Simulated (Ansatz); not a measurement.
# C₂H₄FNOSi: small, medium and large basis sets

How large a basis does C₂H₄FNOSi need? Two functionals are run in growing sets.

Computed with Ansatz 0.2.0, Gaussian basis. Level: one geometry, several basis sets.

Plan: PBE0-D4/def2-SVP; ωB97M-V/def2-SVP; PBE0-D4/def2-QZVPP; ωB97M-V/def2-QZVPP; the functionals' def2-TZVPP values are taken from earlier runs.

## (1) The relaxed structure

All runs share one geometry, relaxed beforehand with PBE0-D4 in a triple-zeta def2 set.

SMILES `F[SiH]1COC=N1`, 10 atoms, charge 0, spin multiplicity 1.

Atoms are counted from 1 here; the program's logs count them from 0.

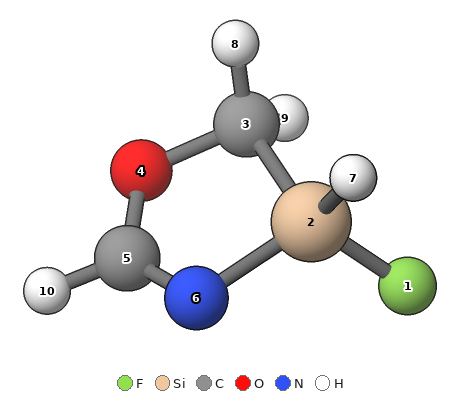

The geometry (fluorine green, silicon light orange, carbon grey, oxygen red, nitrogen blue, hydrogen white); atoms are numbered from 1 in the order of the file.

## (2) PBE0-D4 in def2-SVP

in.yaml reads:

```yaml
crystal:
  periodic: [false, false, false]
  atoms:
    - {symbol: F, position_ang: [-2.102318, -1.020022, 0.580270]}
    - {symbol: Si, position_ang: [-0.705523, -0.312453, 0.879085]}
    - {symbol: C, position_ang: [0.641588, -0.845555, -0.338269]}
    - {symbol: O, position_ang: [0.889237, 0.370480, -1.081568]}
    - {symbol: C, position_ang: [0.158273, 1.398502, -0.609249]}
    - {symbol: N, position_ang: [-0.666202, 1.331935, 0.350358]}
    - {symbol: H, position_ang: [-0.437652, -0.517235, 2.316303]}
    - {symbol: H, position_ang: [1.582327, -1.144309, 0.128985]}
    - {symbol: H, position_ang: [0.347753, -1.618961, -1.050195]}
    - {symbol: H, position_ang: [0.375517, 2.306420, -1.172818]}
basis:
  gaussian: {orbitals: def2-SVP}
hamiltonian: {xc: pbe0, dispersion: d4}
output: {orbitals: {seedname: orbitals}}
```

Launch:

```console
> ansatz run in.yaml --threads 4 --pin off --events-out ev --progress --plain --max-ram 10444MiB
```

After this run come: ωB97M-V in def2-SVP; PBE0-D4 in def2-QZVPP; ωB97M-V in def2-QZVPP.

Before running them: what should the planned runs give, taken together? Wanted: PBE0-D4: double and triple zeta above quadruple; ωB97M-V: double and triple zeta above quadruple.

**Answer**, as computed:

| quantity | value |
| --- | --- |
| PBE0-D4: double and triple zeta above quadruple | 13.68, 0.74 eV |
| ωB97M-V: double and triple zeta above quadruple | 13.90, 0.69 eV |

In words: For PBE0-D4 the step from double to triple zeta gains 12.94 eV and the next only 0.74 eV. These are total energies; as a rule much of such shifts cancels in differences, which this series doesn't test. The LUMO of ωB97M-V is positive and keeps falling with the basis (1.96 to 1.39 eV): an unbound level that the basis holds in place.
